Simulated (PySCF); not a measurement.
C4H8O4S: NMR shielding calculation

The run: NMR shielding calculation of C4H8O4S. Method and program: GIAO PBE0/pcSseg-1 NMR shielding, non-relativistic, gas phase (PySCF 2.14.0).

The geometry comes from this level: GFN2-xTB. Figures and captions count atoms from 1; the log counts them from 0 in places.

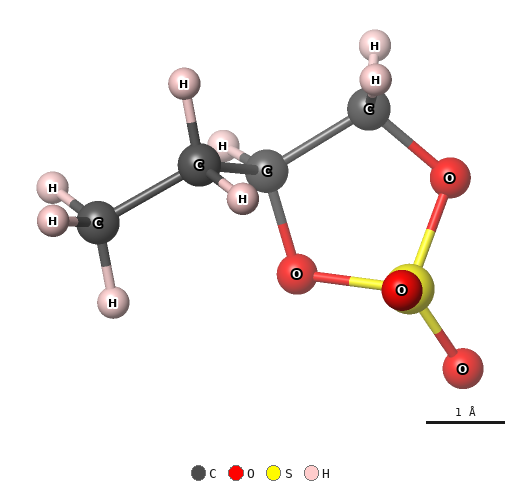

Figure 1. The structure as given in the input (ball-and-stick view, seen at a tilt).

## Summary

- outcome: converged
- total energy: −855.542155 hartree
- HOMO: −8.86 eV
- LUMO: 0.94 eV
- dipole moment: 5.38 D
- isotropic shielding, C: 109.2 to 173.6 ppm
- isotropic shielding, O: 105.8 to 157.7 ppm
- isotropic shielding, S: 173.8 ppm
- isotropic shielding, H: 27.1 to 30.8 ppm
- hardware: 1 CPU thread, shared host
- wall time: 89 s
- peak memory: 0.89 GiB

## The input
```
{"job": {"kind": "nmr", "xc": "PBE0", "basis": "pcSseg-1"}, "charge": 0, "multiplicity": 1}
C      2.217555     0.487108     0.301985
C      1.010370    -0.435060     0.428485
C     -0.017296    -0.160924    -0.669698
C     -1.232955    -1.132157    -0.586052
O     -2.388110    -0.336014    -0.502752
S     -1.933427     1.003163     0.257198
O     -1.660772     0.691954     1.616474
O     -2.798962     2.072772    -0.050523
O     -0.561896     1.141214    -0.546900
H      2.910632     0.313343     1.120656
H      1.893683     1.523782     0.329833
H      2.737542     0.310071    -0.637132
H      1.325933    -1.478036     0.355658
H      0.519741    -0.275679     1.390178
H      0.453521    -0.198268    -1.658613
H     -1.327958    -1.762287    -1.471294
H     -1.154598    -1.752951     0.312588
```

The first line tells a small driver script what to run in PySCF; the rest is the geometry in Å.

Command:
```bash
OMP_NUM_THREADS=1 python <driver script> task.json out
```

## What the program printed
```
coarse grid: 15272 points
cycle   1  E = -855.1575878362  dE =  2.431e+00  |g| = 1.273e+00  |ddm| = 3.989e+00
cycle   2  E = -854.6881875581  dE =  4.694e-01  |g| = 2.084e+00  |ddm| = 2.216e+00
cycle   3  E = -855.4312912389  dE = -7.431e-01  |g| = 2.436e-01  |ddm| = 1.496e+00
cycle   4  E = -855.4410850567  dE = -9.794e-03  |g| = 8.998e-02  |ddm| = 2.213e-01
cycle   5  E = -855.4423792042  dE = -1.294e-03  |g| = 1.703e-02  |ddm| = 5.412e-02
cycle   6  E = -855.4424411748  dE = -6.197e-05  |g| = 4.656e-03  |ddm| = 1.608e-02
cycle   7  E = -855.4424453036  dE = -4.129e-06  |g| = 1.557e-03  |ddm| = 4.123e-03
final grid: 144392 points
cycle   8  E = -855.5421168512  dE = -4.435e-05  |g| = 1.416e-02  |ddm| = 3.398e-02
cycle   9  E = -855.5420872334  dE =  2.962e-05  |g| = 1.890e-02  |ddm| = 2.150e-02
cycle  10  E = -855.5421540876  dE = -6.685e-05  |g| = 2.338e-03  |ddm| = 1.291e-02
cycle  11  E = -855.5421550389  dE = -9.512e-07  |g| = 5.512e-04  |ddm| = 1.868e-03
cycle  12  E = -855.5421550876  dE = -4.876e-08  |g| = 1.786e-04  |ddm| = 4.595e-04
cycle  13  E = -855.5421550934  dE = -5.803e-09  |g| = 3.622e-05  |ddm| = 1.465e-04
cycle  14  E = -855.5421550937  dE = -2.403e-10  |g| = 1.331e-05  |ddm| = 3.462e-05
```

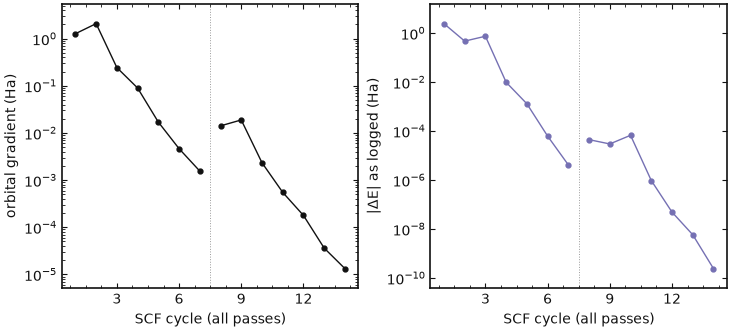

Figure 2. Convergence of the self-consistent field: orbital gradient and size of the energy change against the SCF cycle. The dotted line marks the change from a coarse to the final integration grid. The first 7 cycles use a coarse grid, the final grid takes over at cycle 8, and the field converges after 14 cycles in all.

```
converged SCF energy = -855.5421550937

GIAO shielding tensors (ppm)
atom      isotropic    diamagn.    paramagn.     s11        s22        s33       span
  0 C      173.608     246.691     -73.082    161.065    171.894    187.866     26.801
  1 C      153.402     250.743     -97.342    139.579    151.722    168.904     29.325
  2 C      109.203     251.182    -141.979     78.538    105.927    143.144     64.606
  3 C      118.216     250.698    -132.482     90.775    108.392    155.480     64.705
  4 O      157.681     399.520    -241.839     22.744    140.680    309.620    286.876
  5 S      173.805    1052.783    -878.978     62.004    107.409    352.003    289.999
  6 O      105.765     400.878    -295.113     63.437    112.043    141.816     78.378
  7 O      122.539     393.231    -270.691     75.149    105.845    186.624    111.475
  8 O      155.533     404.287    -248.755     19.921    153.205    293.473    273.552
  9 H       30.456      28.457       1.999     25.680     27.531     38.157     12.477
 10 H       30.064      30.541      -0.477     24.696     30.403     35.093     10.397
 11 H       30.801      29.783       1.018     26.553     28.248     37.602     11.049
 12 H       30.559      32.561      -2.002     25.149     30.244     36.283     11.134
 13 H       29.212      33.205      -3.993     23.912     30.469     33.256      9.343
 14 H       27.378      33.292      -5.913     24.123     25.419     32.593      8.470
 15 H       27.131      30.087      -2.956     23.094     25.540     32.761      9.667
 16 H       27.801      31.762      -3.962     23.899     27.373     32.130      8.231
```

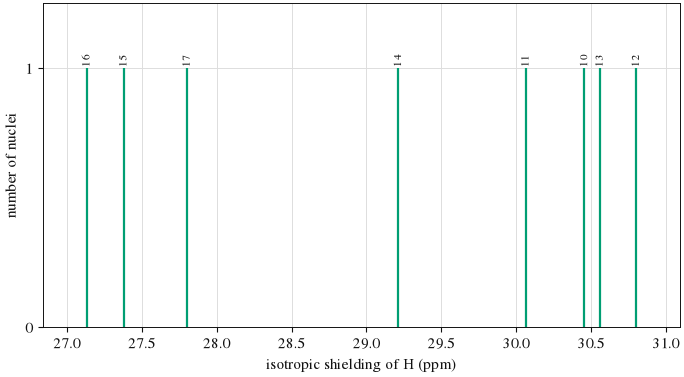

Figure 3. Isotropic shieldings of the hydrogen nuclei in this fixed geometry, labelled by atom number; shielding grows to the right, so chemical shift grows to the left. The least shielded is H16 (27.1 ppm), the most shielded H12 (30.8 ppm).

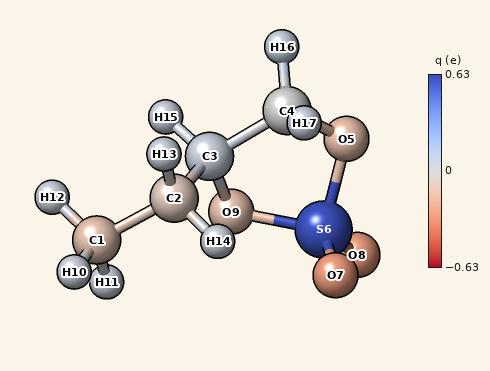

Figure 4. Hirshfeld charges, as the colour of each atom (ball-and-stick view, seen at a tilt; atoms are numbered from 1 in the order of the input). By element: C −0.12 to +0.05, O −0.28 to −0.13, S +0.60 and H +0.03 to +0.06 e.
